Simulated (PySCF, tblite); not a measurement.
# C6H5O3 radical: geometry, infrared bands and EPR parameters

Aim: predict the infrared bands and EPR parameters of C6H5O3 radical (`O=c1[c]c(CO)occ1`).

Programs: tblite 0.8.0 and PySCF 2.14.0, with density-fitted response routines of our own. Each step states its level of theory. These are calculated values for one molecule in the gas phase, unless marked as measured. Atoms count from 0, in the outputs and in this text.

## (1) The molecule as given

14 atoms, charge 0, multiplicity 2; geometry from: force field or distance geometry start.

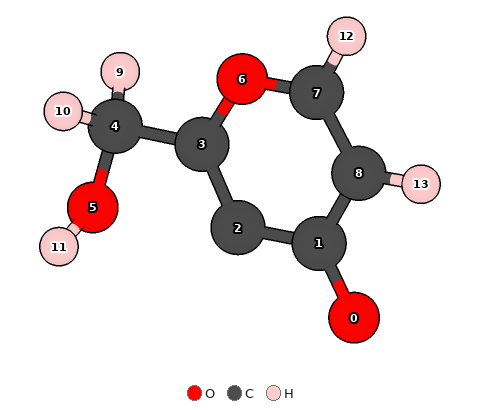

As it starts; oxygen red, carbon dark grey, hydrogen pink, atoms numbered; sticks join atoms by distance.

## (2) Relaxing the molecule with GFN2-xTB

The job: settings as JSON, then the geometry in Å.

```
{"job": {"kind": "relax", "xc": "GFN2-xTB", "basis": "xTB"}, "charge": 0, "multiplicity": 2}
O     -2.025900     1.931600    -1.100800
C     -1.437700     0.950800    -0.628000
C     -0.034400     0.930800    -0.488600
C      0.571100    -0.177300     0.039200
C      2.068700    -0.215300     0.198300
O      2.491900     1.013200    -0.307500
O     -0.153700    -1.222200     0.432500
C     -1.448900    -1.217900     0.325900
C     -2.155200    -0.161700    -0.200800
H      2.524100    -1.083200    -0.307700
H      2.328700    -0.218100     1.279900
H      2.496200     1.737400     0.363200
H     -1.992000    -2.105300     0.669200
H     -3.233600    -0.163300    -0.296900
```

Run with:

```
> OMP_NUM_THREADS=1 python probes_run.py task.json out
```

This one command runs all jobs of the session in turn.

Output:

```text
step      E/eV     max force
  0    -746.55179    4.513
  1    -746.85629    3.073
  2    -746.98721    1.364
  3    -747.05567    0.702
  4    -747.11939    0.525
  5    -747.13589    0.432
  6    -747.15426    0.411
  7    -747.16746    0.389
  8    -747.18020    0.405
  9    -747.19421    0.369
 10    -747.21185    0.443
 11    -747.22687    0.403
 12    -747.23715    0.209
 13    -747.24220    0.166
 14    -747.24523    0.130
 15    -747.24696    0.194
 16    -747.24848    0.171
 17    -747.24986    0.098
 18    -747.25162    0.088
 19    -747.25210    0.051
 20    -747.25259    0.044
 21    -747.25281    0.051
 22    -747.25303    0.043
 23    -747.25319    0.036
 24    -747.25339    0.041
 25    -747.25367    0.057
 26    -747.25403    0.075
 27    -747.25442    0.067
 28    -747.25485    0.057
 29    -747.25542    0.069
 30    -747.25625    0.088
 31    -747.25722    0.102
 32    -747.25795    0.068
 33    -747.25851    0.070
 34    -747.25895    0.181
 35    -747.25958    0.072
 36    -747.26006    0.086
 37    -747.26041    0.071
 38    -747.26062    0.052
 39    -747.26089    0.034
 40    -747.26108    0.026
 41    -747.26120    0.026
 42    -747.26130    0.026
 43    -747.26142    0.031
 44    -747.26155    0.031
 45    -747.26167    0.037
 46    -747.26176    0.040
 47    -747.26186    0.036
 48    -747.26204    0.051
 49    -747.26219    0.061
 50    -747.26236    0.063
 51    -747.26251    0.063
 52    -747.26275    0.052
 53    -747.26314    0.063
 54    -747.26371    0.078
 55    -747.26440    0.083
 56    -747.26534    0.095
 57    -747.26631    0.053
 58    -747.26665    0.042
 59    -747.26683    0.027
 60    -747.26694    0.038
 61    -747.26703    0.028
 62    -747.26712    0.019
 63    -747.26720    0.017
 64    -747.26723    0.020
 65    -747.26728    0.019
 66    -747.26732    0.014
 67    -747.26735    0.014
 68    -747.26738    0.017
 69    -747.26741    0.019
 70    -747.26745    0.017
 71    -747.26749    0.019
 72    -747.26753    0.014
 73    -747.26755    0.010
 74    -747.26757    0.010
 75    -747.26758    0.009
```

Wall time 0.38 s (1 thread of Arm Neoverse V2, shared host); peak memory 0.18 GiB.

Along the way: (not every step is listed)

| step | energy from step 0 (eV) | largest force (eV/Å) |
| --- | --- | --- |
| 0 | 0.0000 | 4.5130 |
| 1 | -0.3045 | 3.0728 |
| 2 | -0.4354 | 1.3637 |
| 3 | -0.5039 | 0.7024 |
| 4 | -0.5676 | 0.5250 |
| 5 | -0.5841 | 0.4323 |
| 6 | -0.6025 | 0.4107 |
| 7 | -0.6157 | 0.3888 |
| 8 | -0.6284 | 0.4047 |
| 14 | -0.6934 | 0.1296 |
| 20 | -0.7008 | 0.0439 |
| 26 | -0.7022 | 0.0749 |
| 32 | -0.7062 | 0.0678 |
| 38 | -0.7088 | 0.0524 |
| 44 | -0.7098 | 0.0310 |
| 50 | -0.7106 | 0.0629 |
| 56 | -0.7136 | 0.0952 |
| 62 | -0.7153 | 0.0190 |
| 68 | -0.7156 | 0.0172 |
| 70 | -0.7157 | 0.0168 |
| 71 | -0.7157 | 0.0187 |
| 72 | -0.7157 | 0.0143 |
| 73 | -0.7158 | 0.0103 |
| 74 | -0.7158 | 0.0103 |
| 75 | -0.7158 | 0.0094 |

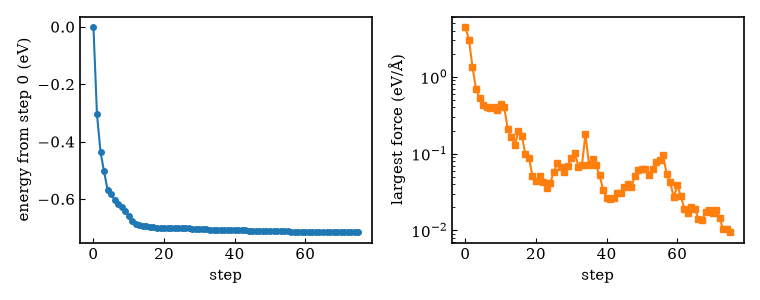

Energy and largest force along the relaxation.

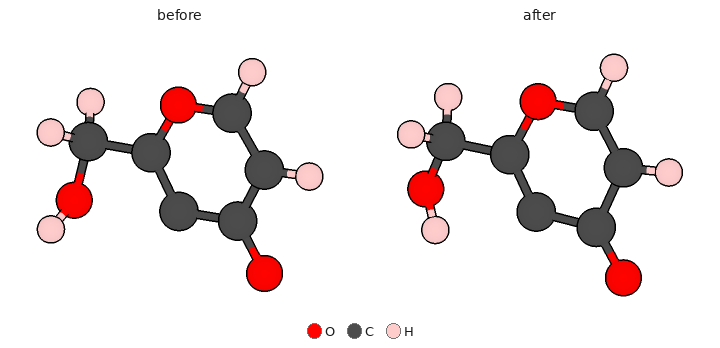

Before and after, at one scale.

Close pairs (by a distance rule), those that changed most:

| bond | before (Å) | after (Å) | change (Å) |
| --- | --- | --- | --- |
| C1–C8 | 1.391 | 1.485 | +0.094 |
| C3–O6 | 1.331 | 1.373 | +0.042 |
| C2–C3 | 1.369 | 1.329 | -0.040 |
| C7–C8 | 1.375 | 1.340 | -0.035 |
| O6–C7 | 1.300 | 1.331 | +0.032 |
| O0–C1 | 1.238 | 1.208 | -0.030 |
| C1–C2 | 1.410 | 1.432 | +0.022 |
| O5–H11 | 0.987 | 0.966 | -0.021 |

The next job starts from the end point, and lists it.

## (3) Infrared spectrum with GFN2-xTB

The job: settings as JSON, then the geometry in Å.

```
{"job": {"kind": "ir", "xc": "GFN2-xTB", "basis": "xTB"}, "charge": 0, "multiplicity": 2}
O     -2.121359     2.064956    -0.931303
C     -1.476649     1.118254    -0.547476
C     -0.067750     0.986702    -0.327250
C      0.568523    -0.102844     0.089224
C      2.053046    -0.177783     0.328616
O      2.767565     0.829496    -0.321760
O     -0.092298    -1.270084     0.382279
C     -1.413163    -1.243026     0.217560
C     -2.111391    -0.179711    -0.204507
H      2.436345    -1.133655    -0.040582
H      2.225071    -0.143272     1.419179
H      2.288224     1.663050    -0.229842
H     -1.874489    -2.190667     0.463975
H     -3.182353    -0.221889    -0.320279
```

Output:

```text
mode    cm-1     km/mol
  1      55.4      2.94
  2     111.6      6.53
  3     138.0      7.61
  4     168.1     12.26
  5     299.1    171.65
  6     383.2      7.28
  7     412.7      3.26
  8     451.7      2.37
  9     488.3      8.70
 10     505.6      1.08
 11     561.3     13.56
 12     657.6     19.50
 13     746.7      3.67
 14     806.9     39.83
 15     865.1      1.11
 16     908.3     65.73
 17     938.7      5.75
 18     951.1     32.79
 19    1046.8     45.03
 20    1082.5    112.08
 21    1113.8      7.90
 22    1144.7     41.78
 23    1168.6     30.36
 24    1203.0     18.16
 25    1268.8     28.64
 26    1290.3     15.99
 27    1334.7     71.55
 28    1444.7     12.36
 29    1588.9      9.77
 30    1633.4    234.91
 31    1735.7    537.56
 32    2819.1     42.20
 33    2966.7     10.44
 34    3056.9      1.61
 35    3106.1      1.47
 36    3499.3     18.58
```

It took 0.37 s on 1 thread of Arm Neoverse V2, shared host; peak memory 0.18 GiB.

Which atoms move in the most intense modes:

| cm⁻¹ | km/mol | atoms |
| --- | --- | --- |
| 299 | 171.7 | H11 75 % |
| 908 | 65.7 | O6 35 %, C2 32 %, C8 21 % |
| 1047 | 45.0 | H13 31 %, O6 18 %, C3 13 %, C2 12 % |
| 1082 | 112.1 | O5 27 %, C4 26 %, C3 24 % |
| 1335 | 71.5 | H9 35 %, H11 26 %, C4 21 % |
| 1633 | 234.9 | C3 33 %, C2 33 %, C7 16 %, C8 13 % |
| 1736 | 537.6 | C1 63 %, O0 35 % |
| 2819 | 42.2 | H10 93 % |

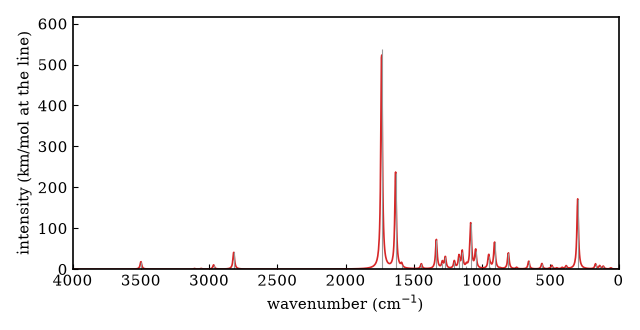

The infrared spectrum from these modes, unscaled. Lines are broadened to a width of 14 cm⁻¹ (Lorentzian).

## (4) g tensor and hyperfine couplings: B3LYP/pcH-1

Settings changed since step 3:

```diff
@@ -1,2 +1,2 @@
-{"job": {"kind": "ir", "xc": "GFN2-xTB", "basis": "xTB"}, "charge": 0, "multiplicity": 2}
+{"job": {"kind": "epr", "basis": "pcH-1"}, "charge": 0, "multiplicity": 2}
 O     -2.121359     2.064956    -0.931303
```

Method: UKS B3LYP, pcH-1 on C H O, non-relativistic, mean-field spin-orbit, GIAO.

Output:

```text
UKS, coarse grid
  cycle   1  E = -456.96845369  |g| = 8.10e-01
  cycle   2  E = -453.95706744  |g| = 2.23e+00
  cycle   3  E = -456.98167219  |g| = 6.99e-01
  cycle   4  E = -457.19935296  |g| = 1.78e-01
  cycle   5  E = -457.20139959  |g| = 1.78e-01
  cycle   6  E = -457.21551883  |g| = 3.90e-02
  cycle   7  E = -457.21609681  |g| = 9.89e-03
  cycle   8  E = -457.21614029  |g| = 3.40e-03
  cycle   9  E = -457.21614694  |g| = 1.48e-03
  cycle  10  E = -457.21614902  |g| = 5.69e-04
UKS, final grid
  cycle   1  E = -457.21616821  |g| = 7.76e-04
  cycle   2  E = -457.21616780  |g| = 1.46e-03
  cycle   3  E = -457.21616865  |g| = 2.03e-04
  cycle   4  E = -457.21616869  |g| = 1.54e-04
  cycle   5  E = -457.21616874  |g| = 8.49e-05
  cycle   6  E = -457.21616874  |g| = 2.99e-05
E = -457.21616874 Eh   <S^2> = 0.7566 (exact 0.7500)
g shifts (ppm)      1          2          3
  rmc          -172       -172       -172
  gc             45         14         28
  oz_so        -998        -32       1518
  total       -1125       -191       1373
hyperfine (MHz)  atom isotope    a_iso     a_fc   dipolar eigenvalues
    0   17O      -1.92      -1.92     -6.74      1.93      4.81
    1   13C      -6.34      -6.34     -9.22     -5.11     14.33
    2   13C     319.56     319.56    -76.81    -60.90    137.71
    3   13C      30.77      30.77    -14.74      0.96     13.78
    4   13C      16.54      16.54     -2.80     -2.08      4.88
    5   17O      -2.07      -2.07     -4.87      2.27      2.60
    6   17O      -7.30      -7.30    -20.86      9.29     11.57
    7   13C      -3.14      -3.14     -2.51      0.31      2.20
    8   13C      50.15      50.15     -7.03     -6.66     13.69
    9    1H      -4.82      -4.82     -2.33     -1.41      3.74
   10    1H      -7.58      -7.58     -2.45     -1.92      4.37
   11    1H      -3.89      -3.89     -8.70     -4.31     13.00
   12    1H      12.33      12.33     -1.71     -0.73      2.44
   13    1H      27.95      27.95     -4.15     -1.65      5.80
```

It took 87 s on 1 thread of Arm Neoverse V2, shared host; peak memory 1 GiB.

Principal g values 2.00119, 2.00213, 2.00369; g(iso) = 2.00234, against 2.00232 for a free electron.

Hyperfine couplings; where a row names several nuclei, a(iso) is their mean (it holds for fast rotation or exchange) and the dipolar term the largest among them:

| nuclei | isotope | a(iso) (MHz) | a(iso) (G, at g = 2.0023) | largest dipolar term (MHz) |
| --- | --- | --- | --- | --- |
| C2 | 13C | 319.6 | 114.0 | 137.7 |
| C8 | 13C | 50.1 | 17.9 | 13.7 |
| C3 | 13C | 30.8 | 11.0 | -14.7 |
| H13 | 1H | 27.9 | 10.0 | 5.8 |
| C4 | 13C | 16.5 | 5.9 | 4.9 |
| H12 | 1H | 12.3 | 4.4 | 2.4 |
| O6 | 17O | -7.3 | -2.6 | -20.9 |
| C1 | 13C | -6.3 | -2.3 | 14.3 |
| H9, H10 | 1H | -6.2 | -2.2 | 4.4 |
| H11 | 1H | -3.9 | -1.4 | 13.0 |
| C7 | 13C | -3.1 | -1.1 | -2.5 |
| O5 | 17O | -2.1 | -0.7 | -4.9 |
| O0 | 17O | -1.9 | -0.7 | -6.7 |

Mulliken spin populations:

O0 0.02; C1 -0.01; C2 0.95; C3 -0.09; C4 0.02; O5 0.01; O6 0.04; C7 -0.01; C8 0.06; H9 0.00; H10 0.00; H11 0.00; H12 0.00; H13 0.01

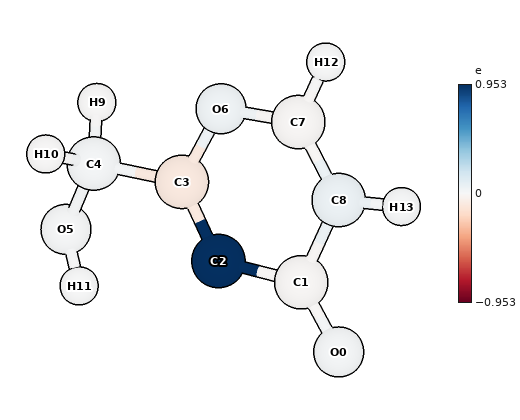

Mulliken spin populations, as colours on the atoms.

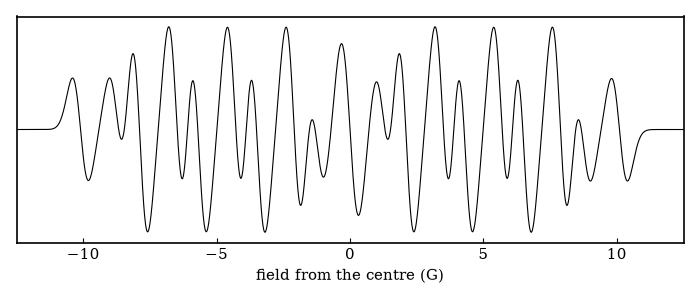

First-order isotropic spectrum (first derivative, main isotopes with spin only, couplings over 0.8 MHz, Gaussian width 0.3 G; couplings of the frozen geometry, rotation of groups not averaged beyond the rows shown).

The fields below are evaluated on a grid from the run's orbitals.

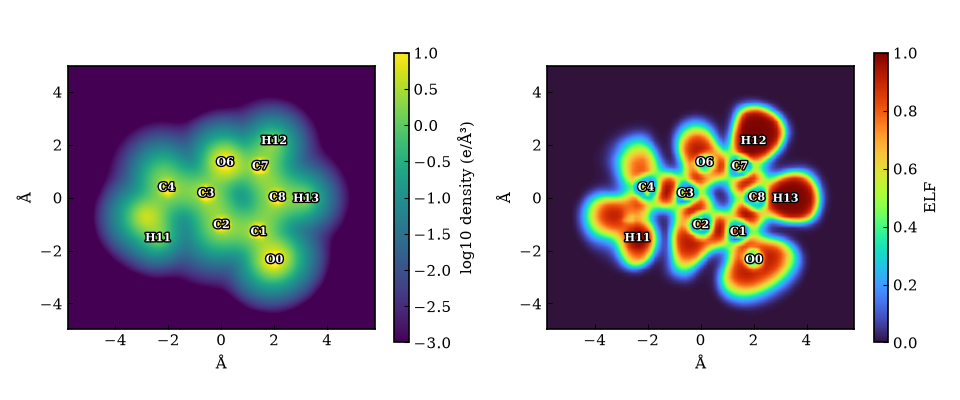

Density (left) and ELF (right) in a plane through or near 11 of the atoms.

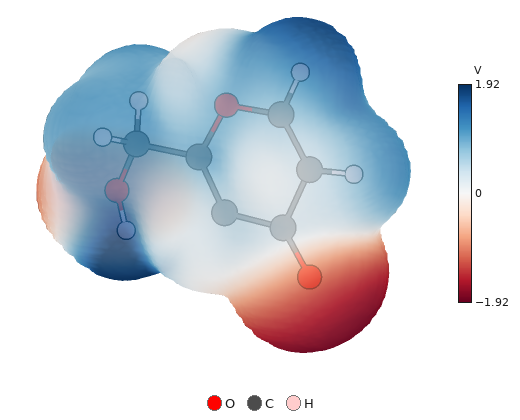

The potential that a unit positive charge feels on the 0.002 e/bohr³ surface, from -1.82 V near O0 to 1.92 V near H11.

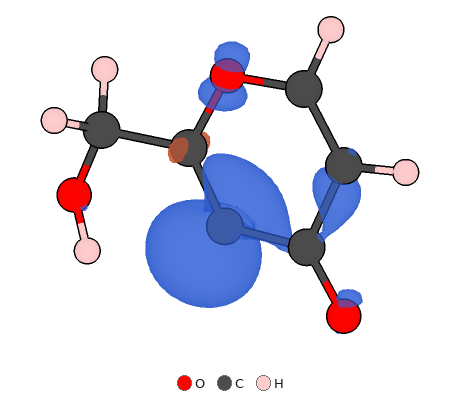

Spin density at ±0.05 e/Å³ (alpha excess blue, beta excess red).

## (5) Outcome

```
                                 quantity                  value
strongest single infrared mode (GFN2-xTB)  1736 cm⁻¹, 538 km/mol
             zero-point energy (GFN2-xTB)          60.0 kcal/mol
                           g(iso) (B3LYP)                2.00234
                                     ⟨S²⟩     0.757 (exact 0.75)
       largest a(iso) (averaged by class)   13C on C2, 319.6 MHz
    surface potential, least and greatest     -1.82 V and 1.92 V
```

Relaxing lowered the energy by 0.716 eV in 75 steps; the close pair that moved most is C1–C8, from 1.391 to 1.485 Å. No mode is imaginary among the 36: a minimum at this level. The strongest single mode, at 1736 cm⁻¹, moves mainly C1 and O0. Unscaled tight-binding wavenumbers are off by several per cent, some by more. Its intensities can rank the bands wrongly. C2 carries the largest spin population, 0.95 e. The isotropic g lies 0.0 ppt above the free-electron value.
